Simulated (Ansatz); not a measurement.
**The cluster In₂PF₃: structure and electronic state**

What does the cluster In₂PF₃ look like as a singlet, and where do its frontier electrons sit?

Method: RKS PBE0-D4/def2-TZVP; program: Ansatz 0.2.0, Gaussian basis.

Levels to be run: relaxation at r2SCAN-D4/def2-SVP; a single point at PBE0-D4/def2-TZVP.

4 further runs of the same task are left out: 4 set aside as unsound or not needed. Runs told in other sessions of the task aren't counted.

## (1) The starting structure

6 atoms, charge 0, spin multiplicity 1.

Atoms are counted from 1 here; the program's logs count them from 0.

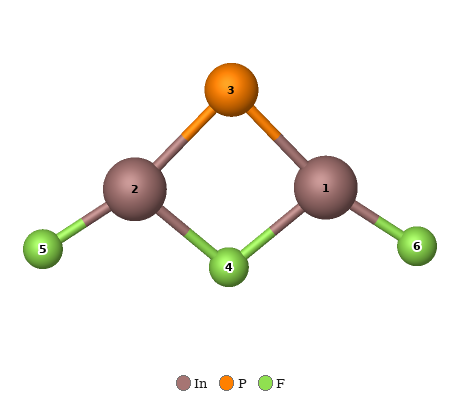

The starting geometry (indium brown, phosphorus orange, fluorine green); atoms are numbered from 1 in the order of the file.

As a file:

```xyz
6
F3In2P
In   -0.1290   -0.1381   -1.7886
In    0.1563    0.7326    1.6338
P     0.1685    2.0906   -0.5468
F    -0.2100   -1.1434    0.3081
F     0.2828    0.0860    3.5493
F    -0.2685   -1.6276   -3.1557
```

In takes a core potential in the def2 sets. No spin-orbit coupling is included.

The start is a GFN2-xTB geometry.

## (2) Relaxation at r2SCAN-D4/def2-SVP

The input, in.yaml:

```yaml
crystal:
  periodic: [false, false, false]
  atoms:
    - {symbol: In, position_ang: [-0.128970, -0.138140, -1.788640]}
    - {symbol: In, position_ang: [0.156260, 0.732640, 1.633790]}
    - {symbol: P, position_ang: [0.168460, 2.090610, -0.546770]}
    - {symbol: F, position_ang: [-0.210040, -1.143440, 0.308110]}
    - {symbol: F, position_ang: [0.282800, 0.085960, 3.549260]}
    - {symbol: F, position_ang: [-0.268510, -1.627620, -3.155750]}
basis:
  gaussian: {orbitals: def2-SVP}
hamiltonian: {xc: r2scan, dispersion: d4}
scf: {lower_state_search: "off"}
output: {orbitals: {seedname: orbitals}}
relax: {f_tol: 0.02, max_steps: 100}
```

On the command line:

```sh
> ansatz run in.yaml --threads 4 --pin off --events-out ev --progress --plain --max-ram 4787MiB
```

The program printed:

```text
Functional definition: r2SCAN
  name "r2SCAN"
  cite "Furness, Kaplan, Ning, Perdew & Sun, J. Phys. Chem. Lett. 11, 8208 (2020) doi:10.1021/acs.jpclett.0c02405"
  cite "Furness, Kaplan, Ning, Perdew & Sun, J. Phys. Chem. Lett. 11, 9248 (2020) doi:10.1021/acs.jpclett.0c03077"
  parent r2scan
  parameter k0 = 0.174
  parameter k1 = 0.065
  parameter a1 = 4.9479
  exchange = r2scan_x(k0 = k0, k1 = k1, a1 = a1)
  correlation = r2scan_c
these checks for a lower state are left out or cut short: stability, starts, cluster_reference, orbital_swaps, neighbouring_geometries, increment
1283 factors; their error is unknown
mean field evaluation 1: about -27771.3399 eV, gradient 6.8e1 eV
mean field evaluation 2: about -27627.2652 eV, gradient 2.8e2 eV
mean field evaluation 4: about -27774.8417 eV, gradient 3.8e1 eV
mean field evaluation 8: about -27780.0684 eV, gradient 2.0e-1 eV
mean field evaluation 16: about -27780.0392 eV, gradient 1.2e-3 eV
mean field -27780.03924735 eV, -1020.8976123532 hartree, gradient 1.1e-6 eV, S^2 0.000000; 0 other end points of the search recorded, 0 dependent functions left out
the calculation of the forces begins
reference -27780.03926599 eV, -1020.8976130383 hartree; 42, 42 occupied and 70, 70 virtual orbitals, 1283 factors
relax step   1: F+E_penalty+E_count = -27780.07790312 eV  Δ(F+E_penalty+E_count) = +0.000e0 eV  max|allowed force component| = 1.491e0 eV/Å  Δτ_max = 0.0000 Å  (20 SCF iters, accepted)
these checks for a lower state are left out or cut short: stability, starts, cluster_reference, orbital_swaps, neighbouring_geometries, increment
1283 factors; their error is unknown
mean field evaluation 32: about -27780.7291 eV, gradient 2.2e-6 eV
mean field -27780.72910373 eV, -1020.9229641076 hartree, gradient 2.2e-6 eV, S^2 0.000000; 0 other end points of the search recorded, 0 dependent functions left out
the calculation of the forces begins
reference -27780.72912240 eV, -1020.9229647936 hartree; 42, 42 occupied and 70, 70 virtual orbitals, 1283 factors
relax step   2: F+E_penalty+E_count = -27780.76910809 eV  Δ(F+E_penalty+E_count) = -6.912e-1 eV  max|allowed force component| = 6.727e-1 eV/Å  Δτ_max = 0.1945 Å  (26 SCF iters, accepted)
these checks for a lower state are left out or cut short: stability, starts, cluster_reference, orbital_swaps, neighbouring_geometries, increment
1283 factors; their error is unknown
mean field -27780.76202295 eV, -1020.9241738667 hartree, gradient 1.5e-6 eV, S^2 0.000000; 0 other end points of the search recorded, 0 dependent functions left out
the calculation of the forces begins
reference -27780.76204159 eV, -1020.9241745515 hartree; 42, 42 occupied and 70, 70 virtual orbitals, 1283 factors
relax step   3: F+E_penalty+E_count = -27780.80237104 eV  Δ(F+E_penalty+E_count) = -3.326e-2 eV  max|allowed force component| = 3.958e-1 eV/Å  Δτ_max = 0.1196 Å  (21 SCF iters, accepted)
these checks for a lower state are left out or cut short: stability, starts, cluster_reference, orbital_swaps, neighbouring_geometries, increment
1283 factors; their error is unknown
mean field -27780.78646343 eV, -1020.9250720378 hartree, gradient 2.0e-6 eV, S^2 0.000000; 0 other end points of the search recorded, 0 dependent functions left out
the calculation of the forces begins
reference -27780.78648202 eV, -1020.9250727210 hartree; 42, 42 occupied and 70, 70 virtual orbitals, 1283 factors
relax step   4: F+E_penalty+E_count = -27780.82677502 eV  Δ(F+E_penalty+E_count) = -2.440e-2 eV  max|allowed force component| = 2.194e-1 eV/Å  Δτ_max = 0.0825 Å  (20 SCF iters, accepted)
these checks for a lower state are left out or cut short: stability, starts, cluster_reference, orbital_swaps, neighbouring_geometries, increment
1283 factors; their error is unknown
mean field -27780.79018909 eV, -1020.9252089531 hartree, gradient 2.0e-6 eV, S^2 0.000000; 0 other end points of the search recorded, 0 dependent functions left out
the calculation of the forces begins
reference -27780.79020769 eV, -1020.9252096367 hartree; 42, 42 occupied and 70, 70 virtual orbitals, 1283 factors
relax step   5: F+E_penalty+E_count = -27780.83048997 eV  Δ(F+E_penalty+E_count) = -3.715e-3 eV  max|allowed force component| = 8.636e-3 eV/Å  Δτ_max = 0.0194 Å  (22 SCF iters, accepted)
Total energy: -27780.83050857 eV, -1020.9266906669 hartree
Atom 0 at    -0.100034    -0.109840    -1.562765 Å, force     0.001732     0.001706     0.008636 eV/Å
Atom 1 at     0.145935     0.651786     1.420654 Å, force     0.000198    -0.002666    -0.008291 eV/Å
Atom 2 at     0.180680     2.056862    -0.539981 Å, force    -0.000975    -0.005539     0.001604 eV/Å
Atom 3 at    -0.110096    -1.184584     0.311523 Å, force     0.002036     0.008002    -0.002458 eV/Å
Atom 4 at     0.196236     0.081068     3.272987 Å, force    -0.001409    -0.000500     0.000766 eV/Å
Atom 5 at    -0.312721    -1.495280    -2.902418 Å, force    -0.001583    -0.001003    -0.000257 eV/Å
Dipole moment:     0.036608     0.440945    -0.115578 e Å
Checks for a lower state left out: stability, starts, cluster_reference, orbital_swaps, neighbouring_geometries, increment
```

Run time: 9.5 s. Hardware: 4 threads of Arm Neoverse V2, shared host.

Step by step:

| step | energy from step 1 (eV) | largest force component (eV/Å) |
| --- | --- | --- |
| 1 | 0.0000 | 1.4906 |
| 2 | -0.6912 | 0.6727 |
| 3 | -0.7245 | 0.3958 |
| 4 | -0.7489 | 0.2194 |
| 5 | -0.7526 | 0.0086 |

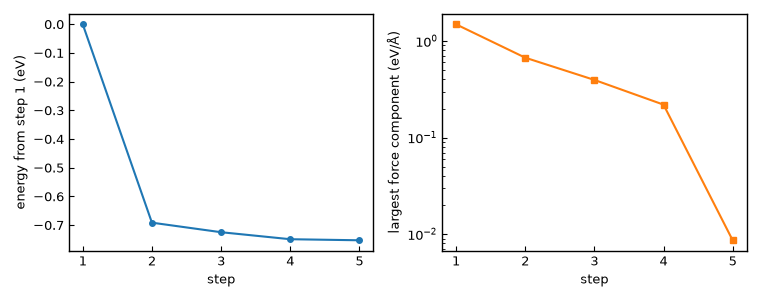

Energy and largest force along the relaxation.

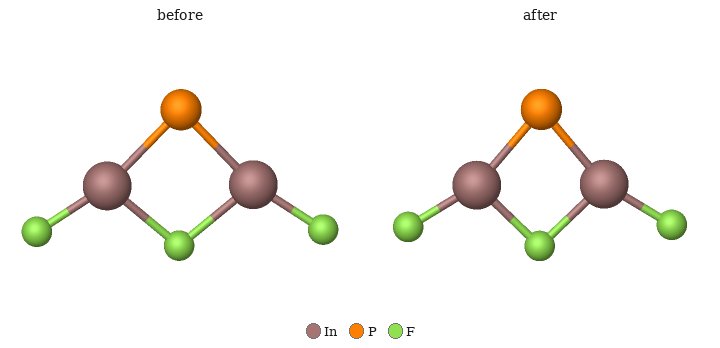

The geometry before (left) and after (right).

Distances of close pairs at the start and the end, largest changes first:

| bond | before (Å) | after (Å) | change (Å) |
| --- | --- | --- | --- |
| In1–In2 | 3.543 | 3.089 | -0.454 |
| In1–F4 | 2.327 | 2.161 | -0.166 |
| In2–F4 | 2.326 | 2.161 | -0.166 |
| In2–P3 | 2.569 | 2.412 | -0.156 |
| In1–P3 | 2.569 | 2.412 | -0.156 |
| In1–F6 | 2.027 | 1.939 | -0.088 |
| In2–F5 | 2.026 | 1.939 | -0.087 |

Bonds by kind at the end (by distance):

| bond | count | shortest (Å) | longest (Å) |
| --- | --- | --- | --- |
| F–In | 4 | 1.939 | 2.161 |
| In–P | 2 | 2.412 | 2.412 |

## (3) Single point, PBE0-D4/def2-TZVP

start.molden holds the orbitals of an earlier run on this state, given as this run's starting guess.

The input, in.yaml:

```yaml
crystal:
  periodic: [false, false, false]
  atoms:
    - {symbol: In, position_ang: [-0.100034, -0.109840, -1.562765]}
    - {symbol: In, position_ang: [0.145935, 0.651786, 1.420654]}
    - {symbol: P, position_ang: [0.180680, 2.056862, -0.539981]}
    - {symbol: F, position_ang: [-0.110096, -1.184584, 0.311523]}
    - {symbol: F, position_ang: [0.196236, 0.081068, 3.272987]}
    - {symbol: F, position_ang: [-0.312721, -1.495280, -2.902418]}
basis:
  gaussian: {orbitals: def2-TZVP, initial_orbitals: start.molden}
hamiltonian: {xc: pbe0, dispersion: d4}
scf: {omitted_lower_state_checks: [starts]}
output: {orbitals: {seedname: orbitals}}
```

Same command.

The program printed:

```text
Functional definition: PBE0
  name "PBE0"
  cite "Adamo & Barone, J. Chem. Phys. 110, 6158 (1999) doi:10.1063/1.478522"
  cite "Perdew, Burke & Ernzerhof, Phys. Rev. Lett. 77, 3865 (1996) doi:10.1103/PhysRevLett.77.3865"
  parent pbe
  parameter a = 0.25
  parameter kappa = 0.804
  parameter beta = 0.06672455060314922
  exchange = (1 - a)*pbe_x(kappa = kappa, mu = beta*pi^2/3) + a*exact_x
  correlation = pbe_c(beta = beta)
these checks for a lower state are left out or cut short: starts
1712 factors; their error is unknown
mean field evaluation 1: about -27748.1063 eV, gradient 2.6e2 eV
mean field evaluation 2: about -27767.1861 eV, gradient 2.5e1 eV
mean field evaluation 4: about -27779.8773 eV, gradient 3.2e1 eV
mean field evaluation 8: about -27783.6548 eV, gradient 1.0e-3 eV
mean field -27783.65476676 eV, -1021.0304802408 hartree, gradient 1.3e-5 eV, S^2 0.000000; 0 other end points of the search recorded, 0 dependent functions left out
reference -27783.65482032 eV, -1021.0304822093 hartree; 42, 42 occupied and 188, 188 virtual orbitals, 1712 factors
Total energy: -27783.81668886 eV, -1021.0364307681 hartree
Checks for a lower state left out: starts
```

Wall time 5 s (4 threads of Arm Neoverse V2, shared host); peak memory 0.8 GiB.

Report: HOMO -6.94 eV, LUMO -2.84 eV.

Mulliken charges, from this run's orbitals:

| atom | value (e) |
| --- | --- |
| In1 | 0.86 |
| In2 | 0.86 |
| P3 | -0.33 |
| F4 | -0.50 |
| F5 | -0.45 |
| F6 | -0.45 |

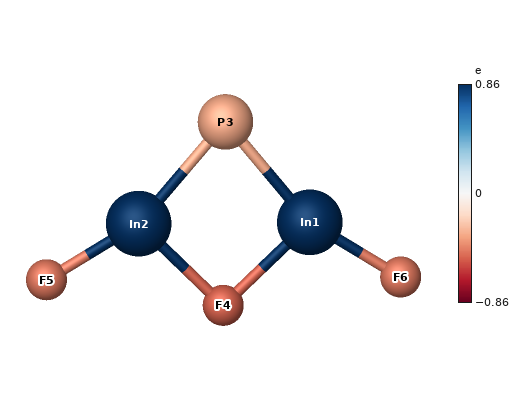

Mulliken charges, from this run's orbitals, as colours on the atoms.

Largest Mayer bond orders: In1–P3 1.35; In2–P3 1.35; In1–F6 0.88; In2–F5 0.88; In1–F4 0.37; In2–F4 0.37; In1–In2 0.19.

The fields below are evaluated on a grid from the run's orbitals.

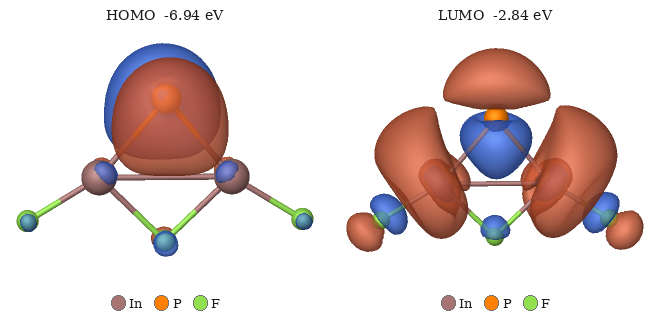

Frontier orbitals at PBE0-D4/def2-TZVP; each surface holds 70 % of the orbital's density, blue and red mark the sign.

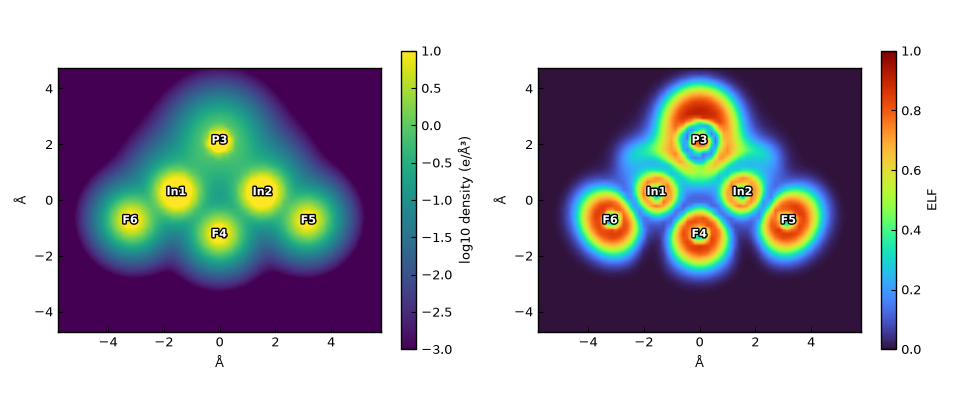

Density (left) and ELF (right) in a plane through or near 6 of the atoms.

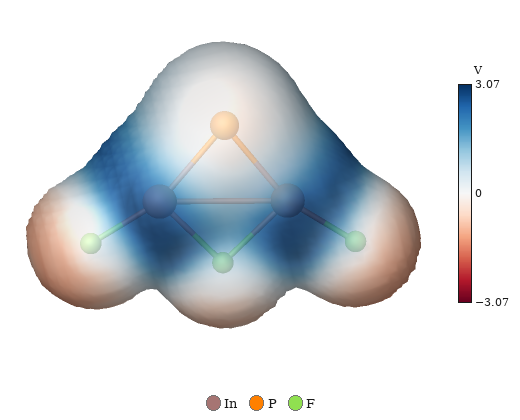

Electrostatic potential on the surface of density 0.002 e/bohr³; red is low, blue high. It runs from -1.30 V near F6 to 3.07 V near In2.

## (4) Results

```
                       quantity                           value
                    point group                             C2v
                 commonest bond  F–In, 4 of mean length 2.050 Å
HOMO, LUMO at PBE0-D4/def2-TZVP                 -6.94, -2.84 eV
   dipole at r2SCAN-D4/def2-SVP                          2.20 D
```

The molecule keeps its bonding pattern by the stored test; the atoms moved 0.22 Å (rms). No usable vibrations, so a minimum isn't proven. The HOMO lies nearest to P3 77 %; In1, In2 about 10 % each and the LUMO to P3 32 %; In1, In2 about 22 % each. Whether this spin is the lowest isn't tested here.
